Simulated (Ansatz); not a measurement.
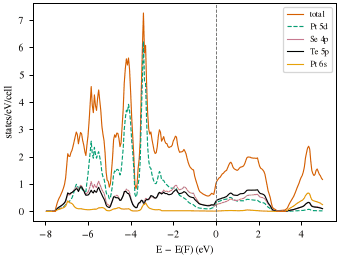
Total and projected density of states of TePtSe in space group P3m1 (No. 156; Te on 1a, Pt on 1b, Se on 1c), DFT-LDA in the program Ansatz with PAW potentials

**Question.** Which orbitals carry the states next to the Fermi level?

**Answer.** Within 0.5 eV of the Fermi level: Te 5p 36 %, Se 4p 27 %, Pt 5d 27 %. Projections are on Löwdin-orthogonalised atomic valence shells; empty p or d shells of many metals are not among them.

**Question.** Where is the tallest occupied peak in this window, and what makes it?

**Answer.** Near -3.4 eV, about 7.3 states/eV per cell; the largest projected share is Pt 5d.

The first step of the workflow began from a Materials Project structure, measured or hypothetical; the Crystallography Open Database copy checked does not list it. With Te and Se taken as one species the cell has the higher symmetry P-3m1, so it may be an ordered model of a mixed-site phase. Whether it is the stable phase at ambient conditions was not checked. Symmetry was held in the LDA relaxation; its stability against distortions is not shown here. The run is not spin-polarised. A crystal of weakly bound layers computed without a dispersion correction: the cell and the soft elastic constants depend strongly on that. Scalar-relativistic: spin–orbit coupling is off unless named, which matters more the heavier the elements.

Potentials: the later of the program's two PAW sets.
